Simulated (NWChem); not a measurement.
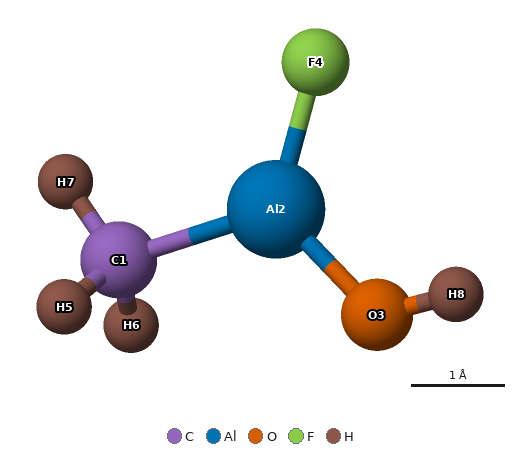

Figure 1. The structure as given in the input (ball-and-stick view, seen at a tilt; atoms are numbered from 1 in the order of the input). Sticks mark near contacts. Bond lengths as drawn: Al–C 1.93 Å, Al–F 1.65 Å, Al–O 1.69 Å, C–H 1.09 Å and H–O 0.96 Å.

Single-point calculation, with input and output: CH₄AlFO (part 1 of 4)

CH₄AlFO, SMILES [CH3][Al]([OH])[F], computed with wB97X/pc-0, RKS, SMD solvent water (NWChem 7.3.0).

The geometry comes from this level: PBE0-D4/def2-TZVP.

## Output
```
Northwest Computational Chemistry Package (NWChem) 7.3.0
             --------------------------------------------------------

           Job information
           ---------------

    nwchem branch   = 7.3.0
    use scalapack   = T
    input           = job.nw
    prefix          = job.
    data base       = ./job.db
    status          = startup
    nproc           =        1

           Memory information
           ------------------

    heap     =     72089596 doubles =      550.0 Mbytes
    stack    =     72089601 doubles =      550.0 Mbytes
    global   =    144179200 doubles =     1100.0 Mbytes (distinct from heap & stack)
    total    =    288358397 doubles =     2200.0 Mbytes
    verify   = yes
    hardfail = no

           Directory information
           ---------------------

  0 permanent = .
  0 scratch   = .

                                NWChem Input Module
                                -------------------

                                   CH4AlFO wB97X
                                   -------------

 Scaling coordinates for geometry "geometry" by  1.889725989
 (inverse scale =  0.529177249)

                             Geometry "geometry" -> ""
                             -------------------------

 Output coordinates in angstroms (scale by  1.889725989 to convert to a.u.)

  No.       Tag          Charge          X              Y              Z
 ---- ---------------- ---------- -------------- -------------- --------------
    1 C                    6.0000     0.00000000     0.00000000     0.00000000
    2 Al                  13.0000     0.00000000     0.00000000     1.92986300
    3 O                    8.0000     1.45334866     0.00000000     2.79042654
    4 F                    9.0000    -1.41495581    -0.00104996     2.78566926
    5 H                    1.0000     0.48909329    -0.89880674    -0.38596853
    6 H                    1.0000     0.56021711     0.85543489    -0.38725184
    7 H                    1.0000    -1.01165623     0.03904581    -0.40772807
    8 H                    1.0000     1.50603403    -0.00164610     3.74464276

      Atomic Mass
      -----------

      C                 12.000000
      Al                26.981540
      O                 15.994910
      F                 18.998400
      H                  1.007825

 Effective nuclear repulsion energy (a.u.)     157.1935100419

            Nuclear Dipole moment (a.u.)
            ----------------------------
        X                 Y               Z
 ---------------- ---------------- ----------------
     0.8236846889    -0.0291429394   141.8170359309

                                Z-matrix (user)
                                --------

 Units are Angstrom for bonds and degrees for angles

      Type          Name      I     J     K     L     M      Value
      ----------- --------  ----- ----- ----- ----- ----- ----------
    1 Stretch      r2          2     1                       1.92986
    2 Stretch      r3          3     2                       1.68902
    3 Bend         a3          3     2     1               120.63082
    4 Stretch      r4          4     2                       1.65363
    5 Bend         a4          4     2     3               118.20241
    6 Torsion      d4          4     2     3     1         179.95872
    7 Stretch      r5          5     1                       1.09364
    8 Bend         a5          5     1     2               110.66618
    9 Torsion      d5          5     1     2     4        -118.51068
   10 Stretch      r6          6     1                       1.09342
   11 Bend         a6          6     1     5               106.78894
   12 Torsion      d6          6     1     5     2         120.60897
   13 Stretch      r7          7     1                       1.09143
   14 Bend         a7          7     1     6               108.33722
   15 Torsion      d7          7     1     6     5        -116.32241
   16 Stretch      r8          8     3                       0.95567
   17 Bend         a8          8     3     2               123.79104
   18 Torsion      d8          8     3     2     4           0.07747

            XYZ format geometry
            -------------------
     8
 geometry
 C                     0.00000000     0.00000000     0.00000000
 Al                    0.00000000     0.00000000     1.92986300
 O                     1.45334866     0.00000000     2.79042654
 F                    -1.41495581    -0.00104996     2.78566926
 H                     0.48909329    -0.89880674    -0.38596853
 H                     0.56021711     0.85543489    -0.38725184
 H                    -1.01165623     0.03904581    -0.40772807
 H                     1.50603403    -0.00164610     3.74464276

 ==============================================================================
                                internuclear distances
 ------------------------------------------------------------------------------
       center one      |      center two      | atomic units |  angstroms
 ------------------------------------------------------------------------------
    2 Al               |   1 C                |     3.64691  |     1.92986
    3 O                |   2 Al               |     3.19179  |     1.68902
    4 F                |   2 Al               |     3.12492  |     1.65363
    5 H                |   1 C                |     2.06667  |     1.09364
    6 H                |   1 C                |     2.06627  |     1.09342
    7 H                |   1 C                |     2.06250  |     1.09143
    8 H                |   3 O                |     1.80596  |     0.95567
 ------------------------------------------------------------------------------
                         number of included internuclear distances:          7
 ==============================================================================

 ==============================================================================
                                 internuclear angles
 ------------------------------------------------------------------------------
        center 1       |       center 2       |       center 3       |  degrees
 ------------------------------------------------------------------------------
    2 Al               |   1 C                |   5 H                |   110.67
    2 Al               |   1 C                |   6 H                |   110.74
    2 Al               |   1 C                |   7 H                |   111.94
    5 H                |   1 C                |   6 H                |   106.79
    5 H                |   1 C                |   7 H                |   108.19
    6 H                |   1 C                |   7 H                |   108.34
    1 C                |   2 Al               |   3 O                |   120.63
    1 C                |   2 Al               |   4 F                |   121.17
    3 O                |   2 Al               |   4 F                |   118.20
    2 Al               |   3 O                |   8 H                |   123.79
 ------------------------------------------------------------------------------
                            number of included internuclear angles:         10
 ==============================================================================

                      Basis "ao basis" -> "" (spherical)
                      -----
  [basis functions not shown]

 Summary of "ao basis" -> "" (spherical)
 ------------------------------------------------------------------------------
       Tag                 Description            Shells   Functions and Types
 ---------------- ------------------------------  ------  ---------------------
 C                            pc-0                   5        9   3s2p
 Al                           pc-0                   7       13   4s3p
 O                            pc-0                   5        9   3s2p
 F                            pc-0                   5        9   3s2p
 H                            pc-0                   2        2   2s

                      Basis "cd basis" -> "" (spherical)
                      -----
  [basis functions not shown]

 Summary of "cd basis" -> "" (spherical)
 ------------------------------------------------------------------------------
       Tag                 Description            Shells   Functions and Types
 ---------------- ------------------------------  ------  ---------------------
 C                  weigend coulomb fitting         15       49   6s4p3d1f1g
 Al                 weigend coulomb fitting         17       51   8s4p3d1f1g
 O                  weigend coulomb fitting         15       49   6s4p3d1f1g
 F                  weigend coulomb fitting         15       49   6s4p3d1f1g
 H                  weigend coulomb fitting          5       11   3s1p1d

                                 NWChem DFT Module
                                 -----------------

                                   CH4AlFO wB97X

  int_init: cando_txs set to always be  F

 Summary of "ao basis" -> "ao basis" (spherical)
 ------------------------------------------------------------------------------
       Tag                 Description            Shells   Functions and Types
 ---------------- ------------------------------  ------  ---------------------
 C                            pc-0                   5        9   3s2p
 Al                           pc-0                   7       13   4s3p
 O                            pc-0                   5        9   3s2p
 F                            pc-0                   5        9   3s2p
 H                            pc-0                   2        2   2s

 in cosmo_initialize ...
 calling solv_data for solv:h2o

 solvent parameters
 solvname_short: h2o
 solvname_long:  water
 dielec:       78.4000
 dielecinf:     1.7769
 aqueous SMD model solvent descriptors
 dielec:       78.4000
 sola:          0.8200

          ---------------
          -cosmo- solvent
          ---------------
 Cosmo: York-Karplus, doi: 10.1021/jp992097l
 dielectric constant -eps-     =  78.40
 screen = (eps-1)/(eps    )    =   0.98724
 surface charge correction     = lagrangian

   van der Waals surface
 --------------------------

 ---------- ATOMIC COORDINATES (A.U.) ------------ VDWR(ANG.) --
     1    0.00000000    0.00000000    0.00000000     1.850
     2    0.00000000    0.00000000    3.64691227     1.840
     3    2.74643074    0.00000000    5.27314155     1.520
     4   -2.67387877   -0.00198413    5.26415159     1.730
     5    0.92425230   -1.69849846   -0.72937476     1.200
     6    1.05865683    1.61653753   -0.73179987     1.200
     7   -1.91175306    0.07378588   -0.77049434     1.200
     8    2.84599165   -0.00311069    7.07634874     1.200
 number of segments per atom =        128
 number of   points per atom =        128
 atom (   nspa,  nppa )
 ----------------------
    1 (     75,     0 )       0
    2 (     52,     0 )       0
    3 (     72,     0 )       0
    4 (     96,     0 )       0
    5 (     56,     0 )       0
    6 (     53,     0 )       0
    7 (     54,     0 )       0
    8 (     72,     0 )       0
 number of -cosmo- surface points =      530
 molecular surface =    102.054 angstrom**2
 molecular volume  =     77.037 angstrom**3
 -lineq- algorithm             =   0
 -bem- low  level              =   3
 -bem- from -octahedral-
 gaussian surface charge width =   4.50000
 degree of switching           =   1.00000
 switching function tolerance  =   0.00010
 atomic radii =
 --------------
    1  6.000  1.850
    2 13.000  1.840
    3  8.000  1.520
    4  9.000  1.730
    5  1.000  1.200
    6  1.000  1.200
    7  1.000  1.200
    8  1.000  1.200
 ...... end of -cosmo- initialization ......

 nat:                     8
 ixmem:                  3618
 calling mnsol_interface()
 G(SMD-CDS) energy (kcal/mol)  =     3.430
 SMD-CDS SASA (angstrom**2)    =   128.648

  int_init: cando_txs set to always be  F
  Caching 1-el integrals

            General Information
            -------------------
          SCF calculation type: DFT
          Wavefunction type:  closed shell.
          No. of atoms     :     8
          No. of electrons :    40
           Alpha electrons :    20
            Beta electrons :    20
          Charge           :     0
          Spin multiplicity:     1
          Use of symmetry is: off; symmetry adaption is: off
          Maximum number of iterations:  50
          This is a Direct SCF calculation.
          AO basis - number of functions:    48
                     number of shells:    30
          A Charge density fitting basis will be used.
          CD basis - number of functions:   242
                     number of shells:    82
          Convergence on energy requested:  1.00D-06
          Convergence on density requested:  1.00D-05
          Convergence on gradient requested:  5.00D-04

              XC Information
              --------------
                       wb97x  Method XC Functional
                     Hartree-Fock (Exact) Exchange  1.000
                         wb97x Exchange Functional  1.000
                      wb97x Correlation Functional  1.000

           Range-Separation Parameters
           ---------------------------
           Alpha           :  0.16
           Beta            :  0.84
           Gamma           :  0.30
           Short-Range HF  :     F

             Grid Information
             ----------------
          Grid used for XC integration:  fine
          Radial quadrature: Mura-Knowles
          Angular quadrature: Lebedev.
          Tag              B.-S. Rad. Rad. Pts. Rad. Cut. Ang. Pts.
          ---              ---------- --------- --------- ---------
          C                   0.70       70          11.0       590
          Al                  1.25      123           9.0       770
          O                   0.60       70          11.0       590
          F                   0.50       70          10.0       590
          H                   0.35       60          12.0       590
          Grid pruning is: on
          Number of quadrature shells:   573
          Spatial weights used:  Erf1

          Convergence Information
          -----------------------
          Convergence aids based upon iterative change in
          total energy or number of iterations.
          Levelshifting, if invoked, occurs when the
          HOMO/LUMO gap drops below (HL_TOL):  1.00D-02
          DIIS, if invoked, will attempt to extrapolate
          using up to (NFOCK): 10 stored Fock matrices.

                    Damping( 0%)  Levelshifting(0.5)       DIIS
                  --------------- ------------------- ---------------
          dE  on:    start            ASAP                start
          dE off:    2 iters         50 iters            50 iters

      Screening Tolerance Information
      -------------------------------
          Density screening/tol_rho:  1.00D-10
          AO Gaussian exp screening on grid/accAOfunc:  14
          CD Gaussian exp screening on grid/accCDfunc:  20
          XC Gaussian exp screening on grid/accXCfunc:  20
          Schwarz screening/accCoul:  1.00D-08

      Superposition of Atomic Density Guess
      -------------------------------------

 Sum of atomic energies:        -454.87104966

      Non-variational initial energy
      ------------------------------

 Total energy =    -455.817874
 1-e energy   =    -942.941455
 2-e energy   =     329.930071
 HOMO         =      -0.394255
 LUMO         =       0.035665

   Time after variat. SCF:      0.1

      3 Center 2 Electron Integral Information
      ----------------------------------------
          Maximum number of 3-center 2e- integrals is:          557568.
            This is reduced with Schwarz screening to:          298870.
            Incore requires a per proc buffer size of:          298871.
          Minimum dble words available (all nodes) is:       144174188
                   This is reduced (for later use) to:       143905109
                      proc 0 Suggested buffer size is:          298871
                         Max Suggested buffer size is:          298871
                              no. integral batches is:            1000

          Incore memory use for 3-center 2e- integrals is turned off.
   Time prior to 1st pass:      0.1
```
